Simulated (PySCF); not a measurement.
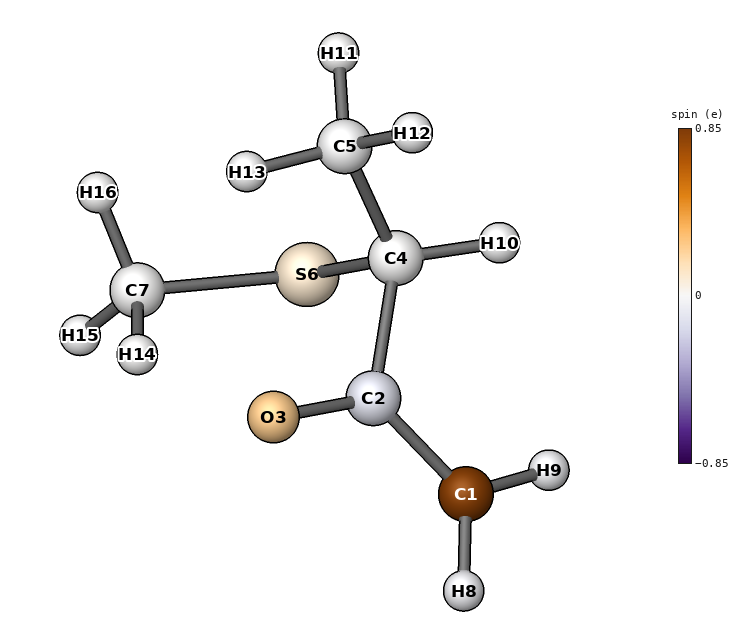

Atoms are coloured by their Mulliken spin populations. The species is neutral and a spin doublet. The computed structure is the end point of a GFN2-xTB optimisation. No frequency run is at hand to confirm it as a minimum. Level of theory: UKS B3LYP, pcH-1 on C H O S, non-relativistic (PySCF 2.14.0).

Give the Mulliken spin populations atom by atom.

```tsv
atom	value (e)
C1	0.82
C2	−0.11
O3	0.25
C4	0.00
C5	0.00
S6	0.10
C7	0.00
H8	−0.03
H9	−0.03
H10	0.00
H11	0.00
H12	0.00
H13	0.00
H14	0.00
H15	0.00
H16	0.00
```

Mulliken values depend strongly on the basis set.
